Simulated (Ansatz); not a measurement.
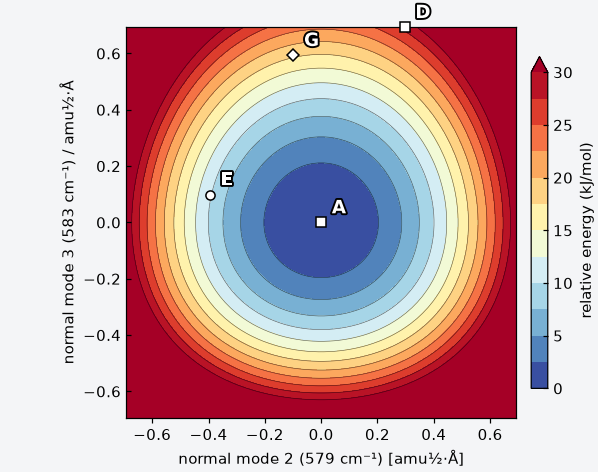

AlH₂S, SMILES [AlH2][S-], charge −1. 
- The first coordinate is: normal mode 2 (579 cm⁻¹); the second: normal mode 3 (583 cm⁻¹).
- Nothing is relaxed (straight displacements along the two mass-weighted modes).
- Grid: 15 × 15 points; 120 points were computed and 105 follow by symmetry.
- All energies are given in kJ/mol relative to the lowest grid point.
- Theory: Ansatz 0.2.0, RKS PBE0-D4/def2-TZVPD.

The picture shows filled contours, one colour for all values above the top of the scale, lettered points. Between grid points the surface is interpolated.

### Is D the lowest point of the computed grid?

No. D lies 28.2 kJ/mol above the lowest grid point, which is at normal mode 2 (579 cm⁻¹) = 0.000 amu½·Å, normal mode 3 (583 cm⁻¹) = 0.000 amu½·Å.

### Rank the lettered points by energy, lowest first.

A (0.0 kJ/mol), E (10.3 kJ/mol), G (17.9 kJ/mol), D (28.2 kJ/mol).
